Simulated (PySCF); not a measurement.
## Electronic structure of C5H13FOSi2 in real space

Input

```
{"job": {"kind": "nmr", "xc": "PBE0", "basis": "pcSseg-1"}, "charge": 0, "multiplicity": 1}
C     -2.320465     1.270669     0.795566
Si    -1.284306     0.127907    -0.321529
C     -2.223933    -1.514162    -0.551342
Si     0.788218    -0.295028     0.670959
C      1.762543    -1.797235     0.034966
C      1.937621     1.264386     0.314257
F      1.303405     2.374775     0.848333
C      2.126038     1.420203    -1.132063
O      2.798745     0.697139    -1.824549
H     -3.287096     1.496578     0.354214
H     -1.809150     2.212528     0.970042
H     -2.502086     0.813047     1.764393
H     -1.157812     0.766608    -1.649388
H     -3.214669    -1.347526    -0.963483
H     -1.698260    -2.182347    -1.226695
H     -2.348580    -2.034797     0.394236
H      0.818325    -0.317889     2.149221
H      1.167933    -2.703156     0.101491
H      2.676278    -1.961869     0.600976
H      2.046365    -1.660371    -1.005331
H      2.885142     1.147394     0.841521
H      1.525335     2.242533    -1.567429
```

Command:

```sh
OMP_NUM_THREADS=1 python probes_run.py task.json out
```

Geometry: GFN2-xTB.

These are results of PBE0/pcSseg-1, SCF density, gas phase, non-relativistic in PySCF 2.14.0, not measurements.

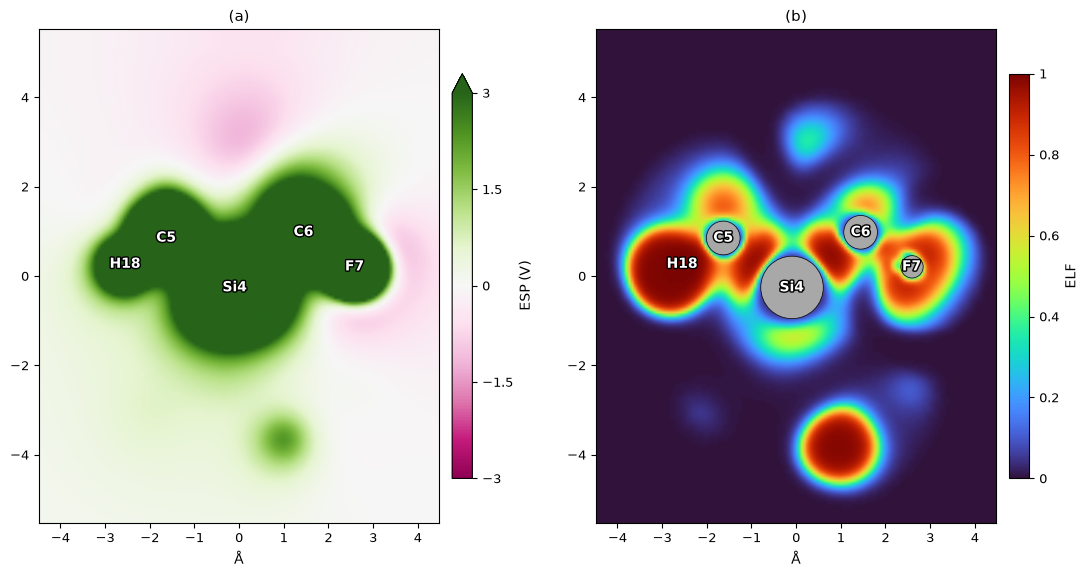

Figure 1. (a) molecular electrostatic potential; (b) electron localisation function on the plane of atoms Si4, C6 and F7. Grey discs cover the atomic cores in the ELF map.

Q: What does the map show?

A: The section cuts through Si, C, F and H sites.
C–F (1.39 Å): the ELF peaks at about 0.85 between the atoms; a shared but strongly polarised pair.
C–Si (1.90 Å): the ELF peaks at about 0.95 between the atoms (a covalent bond).
C–H (1.09 Å): the ELF climbs to about 1 towards the hydrogen, as it does in any bond to H (an ordinary covalent bond to hydrogen).
C–Si (1.97 Å): the ELF peaks at about 0.95 between the atoms, as expected for a shared electron pair.
The ELF also peaks beside F7, away from the bonds: lone-pair regions.
Outside the dense part of the molecule the potential is most negative (−1.2 V) near O9, which lies off the plane.

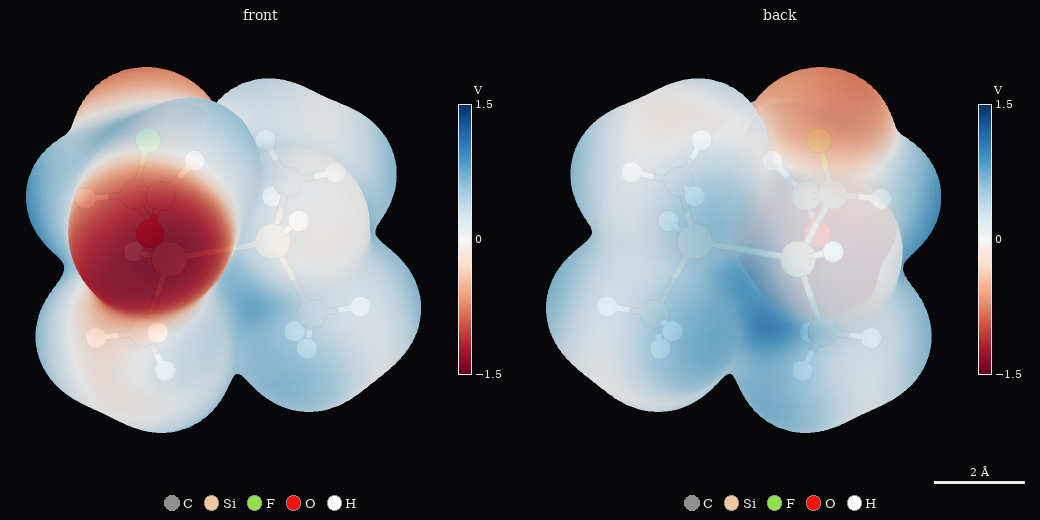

Figure 2. The molecular electrostatic potential painted on the density surface at 0.001 e/bohr³, seen from the front and from behind; the colour scale runs from red (negative) to blue (positive).

Q: Describe the electrostatic potential map.

A: The most negative region (about −1.4 V) lies over O9, the most positive (about +0.9 V) over Si4. O9 is the likeliest acceptor of a hydrogen bond.
